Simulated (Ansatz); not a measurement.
Calculation: PBE (plane waves to 420 eV, PAW; Ansatz, an electronic-structure program).

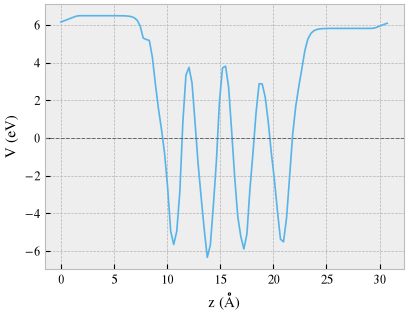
Electrostatic potential energy of an electron, averaged over planes parallel to the surface, in eV from the highest filled level, for a constructed model of the (000-1) surface of wurtzite CdS (in the relaxation 3 S–Si bonds formed), S-terminated, 2x2 Si adatom at T4 (bottom of the slab: 2 H on 4 bottom sites)

Model: 35-atom slab, 14.7 Å thick at the start with caps and adatoms, 3x3x1 mesh, Fermi-Dirac 0.025 eV, dipole correction, 8 atoms held, the rest relaxed; symmetry of the start imposed; no spin, no spin-orbit, no U. In PBE it lies 0.01 eV a 1x1 cell over the lowest computed structure of the same composition (2x2 Si adatom at H3).

The vacuum level lies 5.81 eV above the highest filled level over the top face and 6.48 eV above it under the bottom face.
